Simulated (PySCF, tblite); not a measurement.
# C₁₄H₉F: excited states

What do calculations give for the excited states of C₁₄H₉F (`Fc1ccc2ccc3ccccc3c2c1`)?

Programs: tblite 0.8.0 and PySCF 2.14.0, with routines of our own; each step states its level. All values are computed. Atoms count from 0.

### 1 The system as given

24 atoms, charge 0, multiplicity 1; geometry from: force field or distance geometry start.

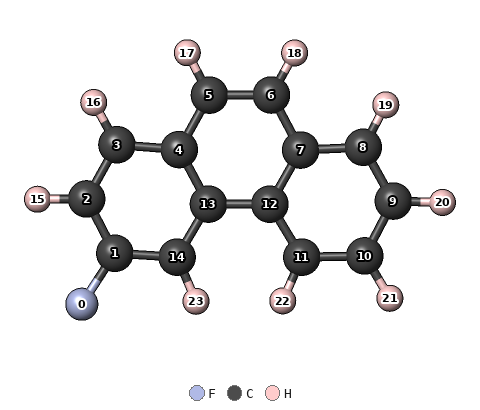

The starting geometry (fluorine light blue, carbon dark grey, hydrogen pink).

### 2 Geometry optimisation with GFN2-xTB

What the job is given:

```
{"job": {"kind": "relax", "xc": "GFN2-xTB", "basis": "xTB"}, "charge": 0, "multiplicity": 1}
F     -3.586600    -2.449800     0.332300
C     -2.818700    -1.345300     0.180300
C     -3.410900    -0.124100     0.045600
C     -2.702000     1.054100    -0.117600
C     -1.317600     0.909000    -0.096500
C     -0.611200     2.092400    -0.259700
C      0.768000     2.055300    -0.267300
C      1.384200     0.820400    -0.110700
C      2.780200     0.842000    -0.129300
C      3.414200    -0.366700     0.019100
C      2.743400    -1.561700     0.167300
C      1.341800    -1.550100     0.180900
C      0.664800    -0.356400     0.047100
C     -0.703400    -0.317400     0.040900
C     -1.434200    -1.469500     0.196300
H     -4.505500    -0.097400     0.060900
H     -3.192100     2.005400    -0.220500
H     -1.077300     3.044200    -0.372000
H      1.311400     2.972000    -0.376300
H      3.308000     1.766700    -0.243200
H      4.508500    -0.429000     0.018400
H      3.275600    -2.515000     0.285000
H      0.889800    -2.501500     0.315600
H     -1.042000    -2.457700     0.311100
```

On the command line:

```bash
$ OMP_NUM_THREADS=1 python excited_run.py task.json out
```

This one command runs all jobs of the session in turn.

The program printed:

```text
step      E/eV     max force
  0   -1068.80173    2.889
  1   -1069.12613    2.279
  2   -1069.25734    0.739
  3   -1069.31479    0.594
  4   -1069.37665    0.539
  5   -1069.41570    0.426
  6   -1069.43587    0.337
  7   -1069.44863    0.250
  8   -1069.45878    0.258
  9   -1069.46489    0.139
 10   -1069.46762    0.097
 11   -1069.46897    0.081
 12   -1069.47010    0.075
 13   -1069.47097    0.067
 14   -1069.47143    0.034
 15   -1069.47164    0.032
 16   -1069.47175    0.023
 17   -1069.47183    0.022
 18   -1069.47193    0.023
 19   -1069.47206    0.024
 20   -1069.47220    0.027
 21   -1069.47231    0.025
 22   -1069.47239    0.023
 23   -1069.47245    0.017
 24   -1069.47250    0.018
 25   -1069.47255    0.014
 26   -1069.47258    0.010
```

Run time: 0.26 s. Hardware: 1 thread of Arm Neoverse V2, shared host.

Along the way:

| step | energy from step 0 (eV) | largest force (eV/Å) |
| --- | --- | --- |
| 0 | 0.0000 | 2.8886 |
| 1 | -0.3244 | 2.2792 |
| 2 | -0.4556 | 0.7392 |
| 3 | -0.5131 | 0.5944 |
| 4 | -0.5749 | 0.5386 |
| 5 | -0.6140 | 0.4258 |
| 6 | -0.6341 | 0.3373 |
| 7 | -0.6469 | 0.2497 |
| 8 | -0.6571 | 0.2583 |
| 9 | -0.6632 | 0.1388 |
| 10 | -0.6659 | 0.0974 |
| 11 | -0.6672 | 0.0814 |
| 12 | -0.6684 | 0.0746 |
| 13 | -0.6692 | 0.0670 |
| 14 | -0.6697 | 0.0340 |
| 15 | -0.6699 | 0.0320 |
| 16 | -0.6700 | 0.0233 |
| 17 | -0.6701 | 0.0221 |
| 18 | -0.6702 | 0.0231 |
| 19 | -0.6703 | 0.0240 |
| 20 | -0.6705 | 0.0274 |
| 21 | -0.6706 | 0.0247 |
| 22 | -0.6707 | 0.0228 |
| 23 | -0.6707 | 0.0173 |
| 24 | -0.6708 | 0.0177 |
| 25 | -0.6708 | 0.0136 |
| 26 | -0.6709 | 0.0098 |

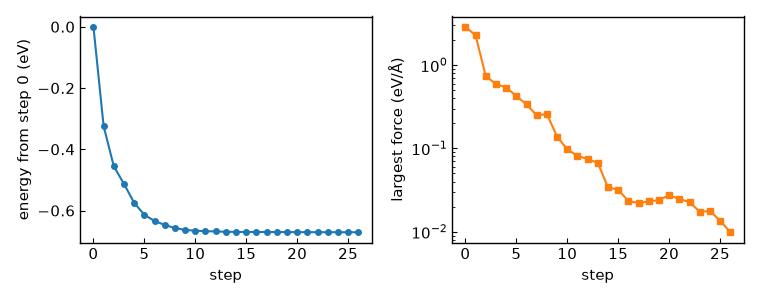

Energy and force, step by step.

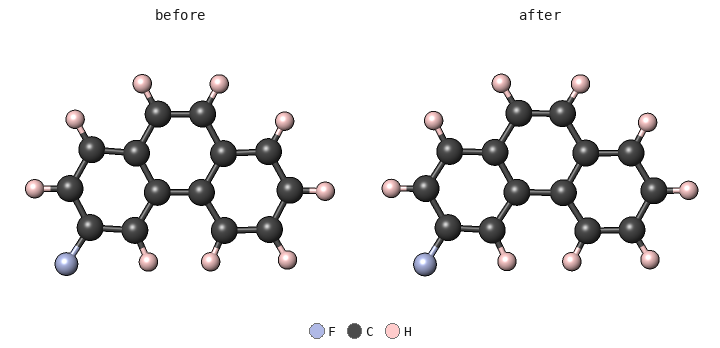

The geometry before (left) and after (right).

Close pairs (by a distance rule), those that changed most:

| bond | before (Å) | after (Å) | change (Å) |
| --- | --- | --- | --- |
| C12–C13 | 1.369 | 1.443 | +0.074 |
| C4–C13 | 1.378 | 1.416 | +0.038 |
| C4–C5 | 1.388 | 1.424 | +0.036 |
| C6–C7 | 1.389 | 1.424 | +0.035 |
| C13–C14 | 1.373 | 1.404 | +0.030 |
| C1–C2 | 1.364 | 1.393 | +0.029 |
| C10–C11 | 1.402 | 1.373 | -0.029 |
| C5–C6 | 1.380 | 1.352 | -0.028 |

The end geometry stands in the next job.

### 3 Vibrational analysis with GFN2-xTB

What the job is given:

```
{"job": {"kind": "ir", "xc": "GFN2-xTB", "basis": "xTB"}, "charge": 0, "multiplicity": 1}
F     -3.640927    -2.458251     0.334414
C     -2.892162    -1.342050     0.190270
C     -3.543531    -0.119333     0.044786
C     -2.775753     1.006363    -0.101104
C     -1.372551     0.938047    -0.104929
C     -0.595527     2.121313    -0.259230
C      0.755143     2.072771    -0.264132
C      1.446336     0.836813    -0.115575
C      2.850121     0.801063    -0.121999
C      3.526716    -0.382742     0.019509
C      2.811428    -1.570808     0.173952
C      1.438459    -1.560460     0.183867
C      0.715653    -0.365052     0.040187
C     -0.725905    -0.312845     0.045089
C     -1.526050    -1.456487     0.192295
H     -4.621414    -0.083309     0.049910
H     -3.247945     1.970835    -0.216687
H     -1.116278     3.061018    -0.372685
H      1.340701     2.973177    -0.381913
H      3.390066     1.729408    -0.242131
H      4.606547    -0.402195     0.012441
H      3.343842    -2.503845     0.286682
H      0.917076    -2.496341     0.305440
H     -1.095781    -2.437325     0.309099
```

The program printed:

```text
mode    cm-1     km/mol
  1      66.1      0.48
  2      89.3      0.25
  3     166.8      0.22
  4     195.5      0.86
  5     221.5      0.09
  6     292.0      3.73
  7     350.4      1.78
  8     386.5      1.61
  9     388.2      0.79
 10     395.2      1.91
 11     433.9      3.98
 12     465.6      3.83
 13     478.6      0.18
 14     508.3      1.06
 15     529.2      0.07
 16     578.5      0.13
 17     593.8      4.44
 18     669.9      1.68
 19     676.2      9.84
 20     714.3      1.13
 21     738.0      3.05
 22     762.5     17.26
 23     776.9      3.86
 24     809.3      2.58
 25     847.1     50.76
 26     857.1      0.00
 27     861.8      3.01
 28     874.0      0.67
 29     910.4      0.15
 30     913.5      0.49
 31     916.4     33.54
 32     920.5      0.06
 33     928.5      0.08
 34    1025.5     17.45
 35    1093.1      2.24
 36    1108.8      2.31
 37    1151.6      4.97
 38    1171.6     13.89
 39    1173.1     44.77
 40    1191.0     22.47
 41    1220.8      4.61
 42    1231.8      2.52
 43    1250.6     32.29
 44    1256.7     18.72
 45    1284.3      3.92
 46    1358.6      2.32
 47    1364.7      2.04
 48    1385.8     14.15
 49    1415.4     22.10
 50    1423.5     13.85
 51    1441.7     13.64
 52    1496.2     26.59
 53    1526.1     10.39
 54    1561.5      2.96
 55    1595.9     28.46
 56    1607.7     24.50
 57    1613.1      4.68
 58    3070.8      3.41
 59    3073.7      5.62
 60    3079.3     21.95
 61    3083.2      8.06
 62    3086.2     84.01
 63    3090.4     79.74
 64    3104.0     21.57
 65    3109.8     21.49
 66    3121.4     18.76
```

It took 1.3 s on 1 thread of Arm Neoverse V2, shared host.

Which atoms move in the most intense modes:

| cm⁻¹ | km/mol | atoms |
| --- | --- | --- |
| 847 | 50.8 | H18 20 %, H17 19 %, H23 13 % |
| 916 | 33.5 | C2 18 %, C14 15 %, C13 15 %, F0 11 % |
| 1173 | 44.8 | H23 24 %, H20 21 %, C1 13 % |
| 1251 | 32.3 | H16 21 %, H23 16 %, C13 15 %, H17 12 % |
| 1496 | 26.6 | C4 17 %, C7 15 % |
| 1596 | 28.5 | C14 13 %, C11 11 %, C8 10 % |
| 3086 | 84.0 | H17 35 %, H16 31 %, H18 21 % |
| 3090 | 79.7 | H20 53 %, H21 16 %, H19 13 % |

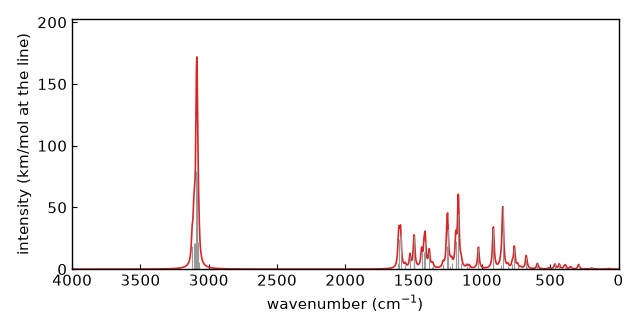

The infrared spectrum from these modes, unscaled. Lines are broadened to a width of 14 cm⁻¹ (Lorentzian).

### 4 Excited states: TDA PBE0/def2-SVP

The job, as its differences from that of step 3:

```diff
@@ -1,2 +1,2 @@
-{"job": {"kind": "ir", "xc": "GFN2-xTB", "basis": "xTB"}, "charge": 0, "multiplicity": 1}
+{"job": {"kind": "states", "xc": "PBE0", "basis": "def2-SVP", "tda": true, "soc": true, "nstates": 5, "ntriplets": 4, "nquad": 4}, "charge": 0, "multiplicity": 1}
 F     -3.640927    -2.458251     0.334414
```

With the program's defaults for keys left out, this is: TDA PBE0/def2-SVP excited states, vertical, gas phase, spin-orbit mean-field couplings.

The program printed:

```text
coarse grid: 21872 points
cycle   1  E = -637.4213667596  dE =  3.017e+00  |g| = 5.585e-01  |ddm| = 6.690e+00
cycle   2  E = -637.4012974466  dE =  2.007e-02  |g| = 6.724e-01  |ddm| = 1.604e+00
cycle   3  E = -637.4910482480  dE = -8.975e-02  |g| = 1.120e-01  |ddm| = 7.968e-01
cycle   4  E = -637.4938680071  dE = -2.820e-03  |g| = 4.272e-02  |ddm| = 1.782e-01
cycle   5  E = -637.4942915239  dE = -4.235e-04  |g| = 1.781e-02  |ddm| = 6.851e-02
cycle   6  E = -637.4943782988  dE = -8.677e-05  |g| = 3.707e-03  |ddm| = 2.876e-02
cycle   7  E = -637.4943817936  dE = -3.495e-06  |g| = 1.350e-03  |ddm| = 6.215e-03
final grid: 216864 points
cycle   8  E = -637.5892416517  dE = -5.923e-05  |g| = 8.784e-03  |ddm| = 8.142e-02
cycle   9  E = -637.5892347186  dE =  6.933e-06  |g| = 1.079e-02  |ddm| = 2.731e-02
cycle  10  E = -637.5892616206  dE = -2.690e-05  |g| = 1.983e-03  |ddm| = 1.588e-02
cycle  11  E = -637.5892625012  dE = -8.807e-07  |g| = 4.358e-04  |ddm| = 2.735e-03
cycle  12  E = -637.5892625450  dE = -4.378e-08  |g| = 1.856e-04  |ddm| = 7.148e-04
cycle  13  E = -637.5892625536  dE = -8.579e-09  |g| = 3.076e-05  |ddm| = 2.721e-04
cycle  14  E = -637.5892625538  dE = -1.687e-10  |g| = 1.802e-05  |ddm| = 6.505e-05
converged SCF energy = -637.5892625538

Singlet excitations
state   eV       nm        f     d(h-e)  d(exc)  Lambda  PR(NTO)  |dmu|/D   mu/D   main configurations
  1   4.1225   300.8   0.01240   0.251   3.878   0.776   1.792    0.507    2.062   H->L 0.44, H->L+1 0.23, H-1->L+1 0.20
  2   4.5127   274.7   0.06251   0.263   4.013   0.788   1.767    0.673    1.155   H->L+1 0.45, H->L 0.24, H-1->L 0.18
  3   5.1924   238.8   0.12080   0.142   4.097   0.780   2.251    0.314    1.872   H-1->L 0.28, H->L+2 0.19, H-1->L+1 0.19
  4   5.3531   231.6   0.16937   0.359   3.655   0.746   2.295    0.749    1.262   H-2->L 0.38, H-1->L+2 0.32
  5   5.4431   227.8   0.04131   0.661   4.258   0.778   1.889                     H-2->L+1 0.40, H->L+2 0.31

Triplet excitations (Tamm-Dancoff)
state   eV     d(h-e)  d(exc)  Lambda  PR(NTO)   main configurations
  1   3.0831   0.055   3.308   0.792   1.569   H->L+1 0.42, H->L 0.35, H-1->L 0.10
  2   3.5327   0.430   3.625   0.782   1.242   H->L 0.50, H->L+1 0.38
  3   3.7516   0.108   3.599   0.781   1.544   H-1->L 0.52, H-1->L+1 0.26, H->L+1 0.10
  4   4.1010   0.507   3.630   0.764   1.341   H-1->L+1 0.55, H-1->L 0.29
S1 - T1 = 1.0394 eV

Spin-orbit couplings |<S|Hso|T>| (cm-1)
             T1       T2       T3       T4
S0        0.017    0.031    0.010    0.027
S1        0.035    0.005    0.010    0.001
S2        0.002    0.038    0.001    0.020
S3        0.021    0.018    0.081    0.014
S4        0.003    0.026    0.017    0.007
S5        0.027    0.002    0.045    0.004
T1 sublevels (cm-1): 0.000 0.000 0.000   radiative rates (1/s): 2.8e-07 2.17e-08 0.00037
```

Wall time 82 s (1 thread of Arm Neoverse V2, shared host); peak memory 1.2 GiB.

In short:

| quantity | value |
| --- | --- |
| S1 less T1 | 1.04 eV |

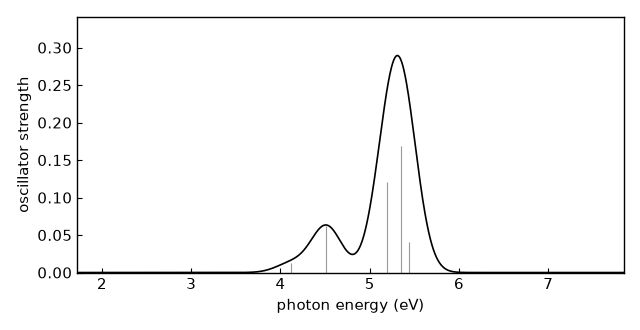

Absorption lines of the singlets. Lines are broadened to a width of 0.40 eV (Gaussian).

### 5 What came out

| quantity | value |
| --- | --- |
| strongest single infrared mode (GFN2-xTB) | 3086 cm⁻¹, 84 km/mol |
| zero-point energy (GFN2-xTB) | 113.1 kcal/mol |
| S1 less T1 (step 4, TDA PBE0/def2-SVP) | 1.04 eV |

What this shows: No mode is imaginary among the 66: a minimum at this level. GFN2-xTB is a fitted tight-binding method: band positions and strengths are rough. Its intensities can rank the bands wrongly. In step 4, the number of triplets below S1 is at least 4, and the largest singlet-triplet spin-orbit coupling is S3–T3, 0.08 cm⁻¹.
